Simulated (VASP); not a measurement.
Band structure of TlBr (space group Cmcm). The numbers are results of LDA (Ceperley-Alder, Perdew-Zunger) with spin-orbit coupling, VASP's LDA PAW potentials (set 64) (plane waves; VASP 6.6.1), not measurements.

The path is coarsely sampled, so an indirect gap can come out somewhat too large.

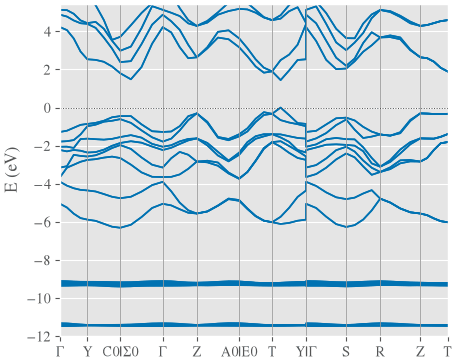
Fig. 1. Bands along high-symmetry lines, zero at the valence-band maximum or, without a gap, the Fermi level

Task: Read the plot: is there a gap, and where are the band edges?

Result: The gap is direct, 1.44 eV, from the valence maximum at T-Y at 0.25 to the conduction minimum at T-Y at 0.25.

The structure comes from a computed database's TlBr entry (Cmcm); how it stands against other phases isn't given here. It was relaxed first, which changed the volume by -12 %.
